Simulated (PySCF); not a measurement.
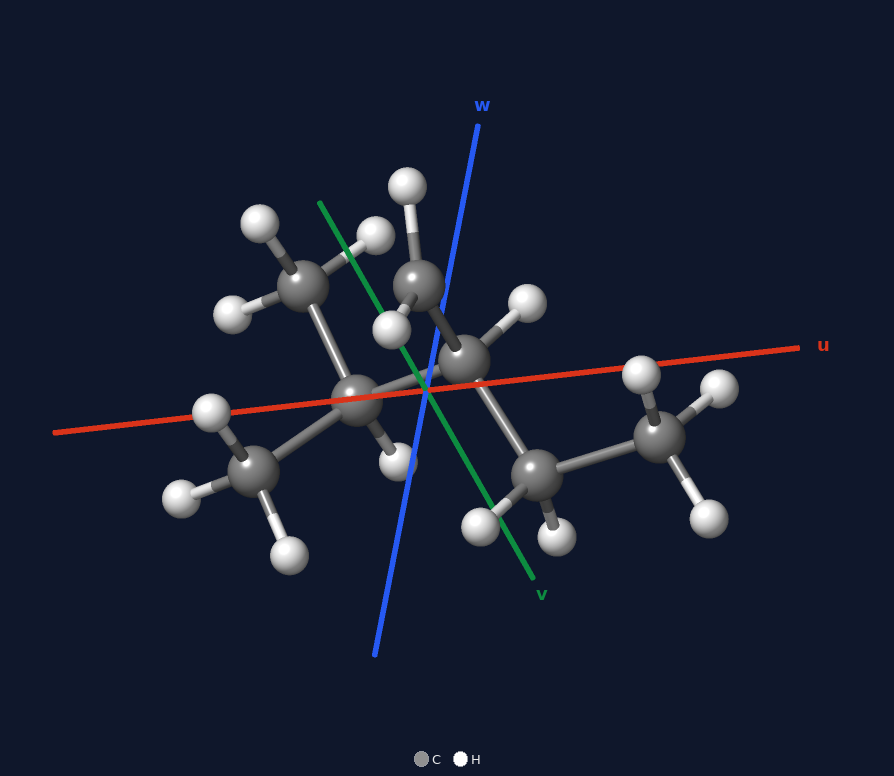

The lines u, v and w are the principal axes of the g tensor. State: neutral, doublet. Computed geometry: GFN2-xTB optimisation. No frequency run is at hand to confirm it as a minimum. Method: UKS B3LYP, pcH-1 on C H, non-relativistic, mean-field spin-orbit, GIAO (PySCF 2.14.0).

Along which axis does g lie farthest from the free-electron value?

Along w: the shift is 736 ppm.

Give the principal values and shifts.

```
axis        g  shift (ppm)
   u  2.00220         −122
   v  2.00279          472
   w  2.00306          736
```
